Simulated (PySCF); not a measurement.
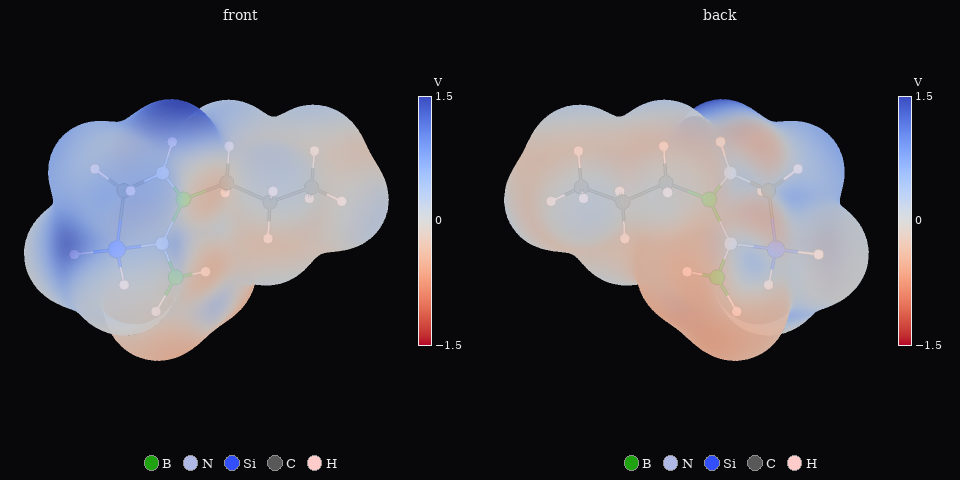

C4H14B2N2Si. The molecular electrostatic potential painted on the density surface at 0.001 e/bohr³, seen from the front and from behind; red is negative and blue positive.

Geometry: GFN2-xTB.

Method: PBE0/pcSseg-1, SCF density, gas phase, non-relativistic (PySCF).

```xyz
23

B    -1.0257   -0.5663    2.0671
N    -1.3401   -0.2403    0.7375
Si   -2.9256    0.3040    0.2275
C    -2.4150    0.4733   -1.6071
N    -1.0175    0.0800   -1.6017
B    -0.4206   -0.2970   -0.4071
C     1.1173   -0.6940   -0.3221
C     1.9816    0.4705    0.1812
C     3.4512    0.0822    0.2994
H    -1.8592   -0.4460    2.8869
H     0.0396   -0.9535    2.3605
H    -3.9506   -0.7243    0.4327
H    -3.2918    1.5898    0.8302
H    -2.9901   -0.1756   -2.2752
H    -2.5208    1.4931   -1.9902
H    -0.5525    0.1133   -2.4954
H     1.2662   -1.5406    0.3496
H     1.4948   -0.9997   -1.3019
H     1.8847    1.3151   -0.5056
H     1.6114    0.7941    1.1558
H     3.8438   -0.2300   -0.6667
H     4.0445    0.9221    0.6565
H     3.5700   -0.7433    0.9982
```

Question: Which sites attract a positive test charge, and which a negative one?

Answer: A positive charge is drawn to the negative regions and a negative charge to the positive ones. The most negative region (about −0.6 V) lies over H10 and H11, the most positive (about +1.4 V) over H16.

Question: What dipole moment does the calculation give?

Answer: Its dipole moment is 2.72 D.
